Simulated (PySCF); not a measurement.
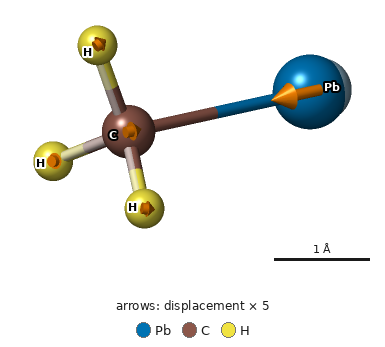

This is a relaxation of CH3Pb (charge +1). The starting structure is drawn faded, the final one solid; orange arrows show the displacements, magnified 5 times. The two geometries are superimposed by the best rigid fit.

A ball-and-stick model, seen at a tilt.

These are results of PySCF, RKS B3LYP, Pb def2-SVP with ECP60, C def2-SVP, H def2-SVP; non-relativistic Hamiltonian with scalar-relativistic core potentials; density fitting, not measurements. (symmetry kept (C3v))

> Which element moves most?

Lead: up to 0.12 Å, against 0.04 Å for carbon.

> Describe the change and its energy.

The energy falls by 0.123 eV in 4 geometry steps. Largest force component: 1.4 eV/Å at the start, 0.0056 eV/Å at the end. The Pb atom moves most after the best rigid fit: 0.12 Å. Largest moves by element: Pb 0.12 Å, C 0.04 Å, H 0.03 Å. Near-neighbour distances that change, for instance: C–Pb 2.423 → 2.260 Å, C–H 1.090 → 1.104 Å.
